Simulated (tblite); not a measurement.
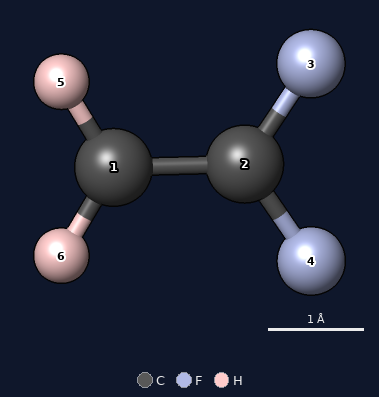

The structure as given in the input (ball-and-stick view, seen at a tilt; atoms are numbered from 1 in the order of the input).

# C2H2F2 (charge +1): frequency calculation

C2H2F2, charge +1, multiplicity 2, computed with GFN2-xTB harmonic vibrations, gas phase (tblite 0.8.0).

It belongs to a series of runs on one base structure; here: electron removed.

### The program's output
```
mode    cm-1     km/mol
  1     297.3      0.00
  2     380.3      0.85
  3     510.0     35.05
  4     519.2      7.98
  5     877.6     72.87
  6     896.1      0.17
  7     952.8     65.02
  8    1255.0     21.26
  9    1348.7    249.85
 10    1473.2    139.55
 11    2973.1    138.50
 12    3010.0    128.14
```

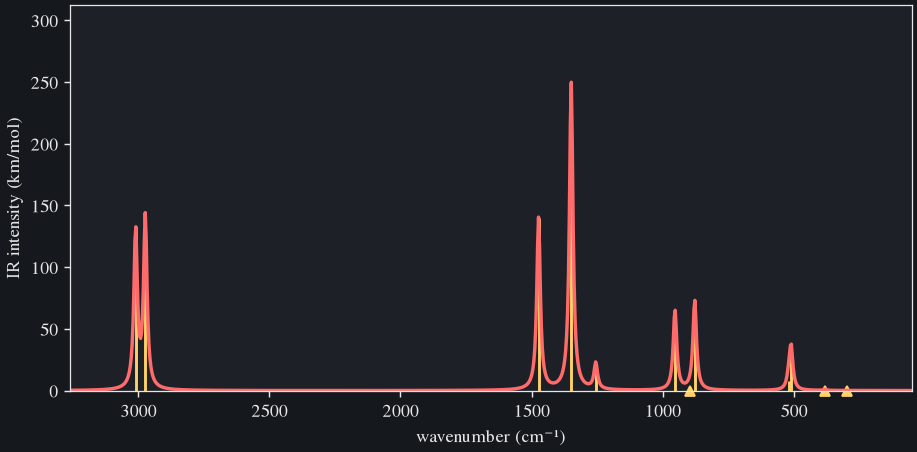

Harmonic infrared spectrum, unscaled: sticks (degenerate modes added up, dark ones marked on the axis) with a Lorentzian envelope of 16 cm⁻¹ full width, scaled to the tallest stick. 12 modes from 297 to 3010 cm⁻¹, none imaginary. The strongest line is at 1349 cm⁻¹ (250 km/mol). All modes, in cm⁻¹ (km/mol): 297 (0.0), 380 (0.8), 510 (35), 519 (8.0), 878 (73), 896 (0.2), 953 (65), 1255 (21), 1349 (250), 1473 (140), 2973 (138), 3010 (128).

The run was set up as follows.

### Input
```
{"job": {"kind": "ir", "xc": "GFN2-xTB", "basis": "xTB"}, "charge": 1, "multiplicity": 2}
C     -0.739859    -0.078088    -0.018654
C      0.640802     0.067627     0.010318
F      1.228453     1.200162    -0.024442
F      1.452012    -0.915685     0.074291
H     -1.386709     0.797500    -0.071428
H     -1.191576    -1.069526     0.008340
```

The first line tells a small driver script what to run in tblite; the rest is the geometry in Å.

Command:
```bash
OMP_NUM_THREADS=1 python <driver script> task.json out
```

### Summary

| quantity | value |
| --- | --- |
| outcome | converged |
| total energy | −384.7820 eV |
| zero-point energy | 20.7190 kcal/mol |
| hardware | 1 CPU thread, shared host |
| peak memory | 0.18 GiB |
